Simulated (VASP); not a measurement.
Band structure of HgS (relaxed from the zinc blende structure, space group F-43m). Level of theory: PBEsol GGA, VASP's PBE PAW potentials (set 64) (plane waves; VASP).

Unless said otherwise, spin-orbit coupling is left out, though it shifts the bands of the heavy elements here.

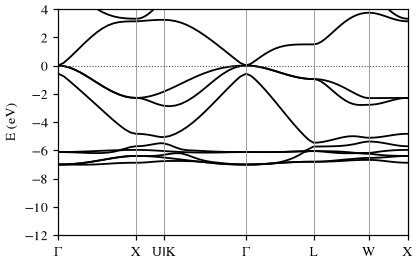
Fig. 1. Bands along high-symmetry lines, zero at the valence-band maximum or, without a gap, the Fermi level

Read the plot: is there a gap, and where are the band edges?

It has no gap at this level: it comes out as a metal or semimetal. (Edges off the drawn lines would not show.)

The structure was generated: HgS was put into the zinc blende type (F-43m), which need not be its known phase. It was relaxed first, which changed the volume by +24 %.
